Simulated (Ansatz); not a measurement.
# AlCl2 (SMILES [Cl][Al][Cl]): methods side by side

AlCl2: 3 atoms, total charge 0, spin state doublet. SMILES: `[Cl][Al][Cl]`. The coordinates come from a PBE0-D4/def2-TZVP relaxation.

```xyz
3

Cl    1.3748    0.8683    0.8387
Al   -0.4321    0.5207   -0.1772
Cl   -0.9536   -1.4538   -0.6747
```

Each level gives the energy change with the Cl1–Al2 bond stretched from 2.102 to 5.255 Å (eV). The values are calculated.

```tsv
level	kind	program	value (eV)	less FCI/STO-3G	CPU time (all runs)
UHF/STO-3G	Hartree–Fock	Ansatz	3.09	+0.28	1.4 s
USVWN5/STO-3G	LDA	Ansatz	3.66	+0.85	8.1 s
UBLYP/STO-3G	GGA	Ansatz	3.07	+0.26	15 s
U-r2SCAN0/STO-3G	hybrid meta-GGA	Ansatz	3.72	+0.91	29 s
U-wB97M-V/STO-3G	range-separated hybrid	Ansatz	3.47	+0.66	1.7 min
UB2PLYP/STO-3G	double hybrid	Ansatz	3.29	+0.48	8.3 s
UMP2/STO-3G	perturbation theory	Ansatz	2.98	+0.17	1.8 s
UCCSDTQ/STO-3G	coupled cluster or CI	Ansatz	2.81	0.00	1.9 min
FCI/STO-3G	exact in the basis	Ansatz	2.81	0.00	2.4 s
```

FCI/STO-3G is exact within its basis and frozen core, so for wave-function methods in that basis the difference is their error; functionals converge differently with the basis, so for them it is only a difference. The first shape isn't each level's own minimum. The values span 2.81 to 3.72 eV. All rows use very small basis sets, so even the best lies far from the true value. CPU times are rough (shared hosts, several kinds of processor): they show what a rung costs within a factor of a few.

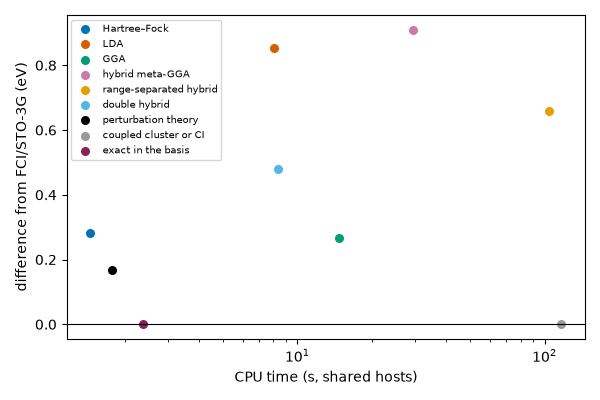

Difference from FCI/STO-3G against processor time, one point a level.
